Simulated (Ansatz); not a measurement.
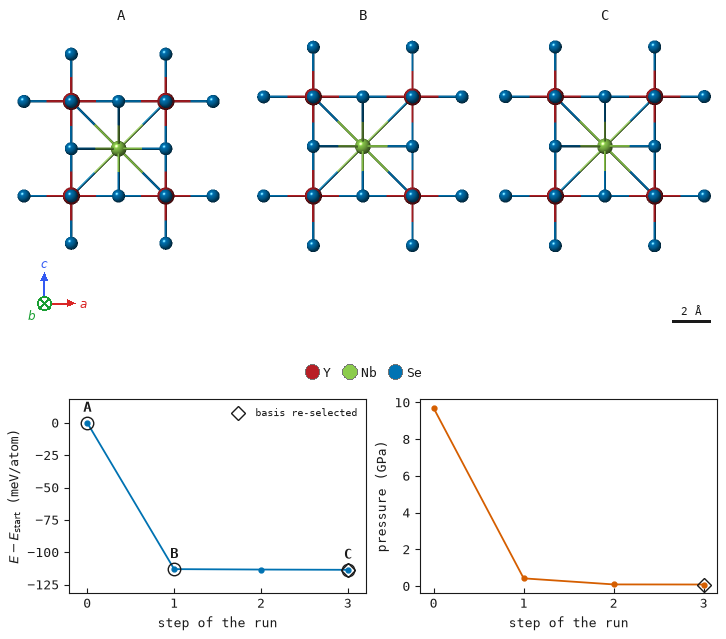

Frames of a relaxation of a crystal of YNbSe$_{3}$ (a generated structure, set up in Pm-3m) (coarse preliminary run), marked on the history of the run. Style: ball-and-stick. Shown: the cell of the calculation, along the b axis.

Theory: DFT PBE, scalar-relativistic, plane waves, PAW in Ansatz. Set-up: plane-wave cutoff 420 eV; k-point mesh 4 × 4 × 4; occupations gaussian; smearing width 0.1 eV; collinear spin; cell and atoms relaxed; force threshold 0.04 eV/Å; at most 70 steps.

### What happens along the run?

Over 2 accepted moves (3 points after the start) the energy falls by 114 meV per atom. All forces vanish by symmetry, so only the cell relaxes. The pressure goes from 9.69 to 0.09 GPa. At 1 point the geometry stayed and the basis and grid were re-selected for the new cell (energy shift of 0.2 meV per atom at most each time). No atom moves by more than 0.005 Å relative to the cell. Cell: a = b = c 5.080 → 5.340 Å (+5.1 %). Volume +16.2 %. Near-neighbour distances that change, for instance: Nb–Se 3.592 → 3.776 Å, Se–Y 2.540 → 2.670 Å. The space group stays Pm-3m (No. 221). From step 0 to 1: volume +15.3 %, energy −113 meV per atom. From step 1 to 3: volume +0.7 %, energy −0.5 meV per atom.
